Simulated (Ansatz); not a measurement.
**GaH3NO (charge +1): density, localisation and related maps**

```xyz
6

Ga    0.0072   -2.0418   -2.5533
N    -0.5844    0.7507   -0.8552
O    -0.3404   -0.3993   -1.5544
H    -0.0050    0.8028    0.0017
H    -0.3745    1.5909   -1.4233
H    -1.5762    0.8131   -0.5635
```

Geometry: B3LYP-D3(BJ)/def2-SVP.

These are results of isolated molecule in a Gaussian basis; Kohn-Sham density functional theory, functional PBE0 in Ansatz, not measurements.

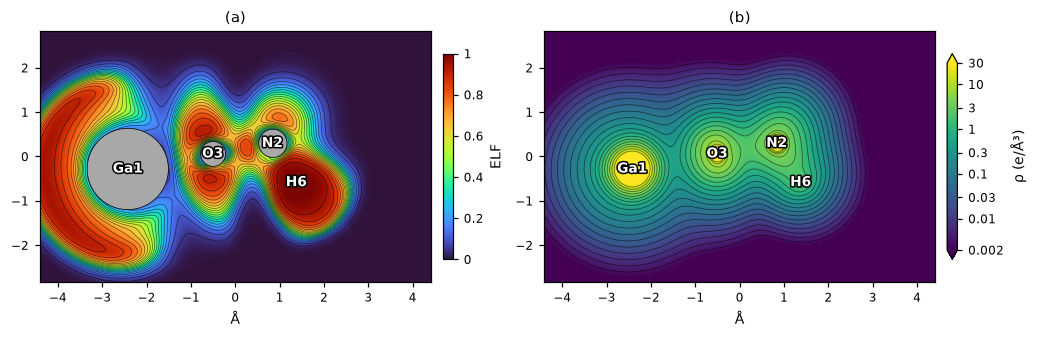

Figure 1. (a) electron localisation function; (b) total electron density on the plane of atoms O3, N2 and H6. Grey discs cover the atomic cores in the ELF map.

Question: Describe what can be read from this map.

Answer: The section cuts through Ga, N, O and H sites.
N–O (1.37 Å): ρ is about 2.3 e/Å³ halfway; the ELF peaks at about 0.85 between the atoms, as expected for localised, covalent bonding.
Ga–O (1.95 Å): the density is about 0.51 e/Å³ at the midpoint; the ELF peaks at about 0.70 in the valence shell of O, 0.6 Å from its nucleus, and is about 0.15 at the midpoint.
N–H (1.04 Å): the density is about 3 e/Å³ at the midpoint; the ELF climbs to about 1 towards the hydrogen, as it does in any bond to H (a covalent bond by its length).
The ELF also peaks beside O3, away from the bonds: lone-pair regions.

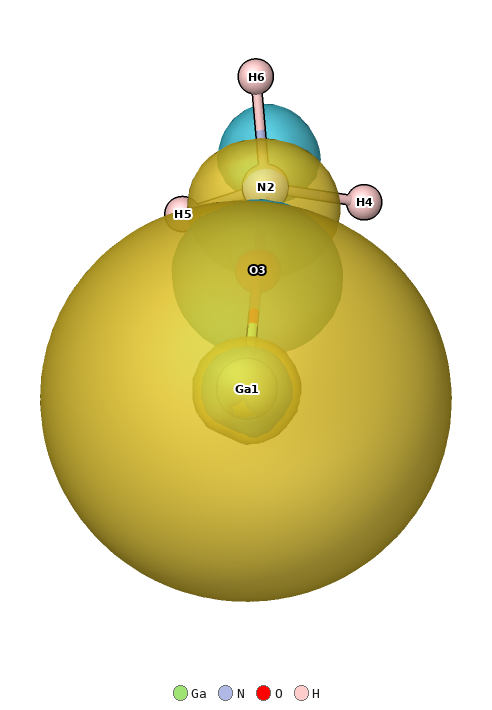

Figure 2. The HOMO at ±0.08 Å⁻³ᐟ² (yellow and cyan are the two phases), seen at an oblique angle.

Question: What is the character of this orbital?

Answer: Its weight (Hirshfeld) is mainly on Ga1 (about 90 %) and O3 (about 5 %). Its energy is −13.01 eV.
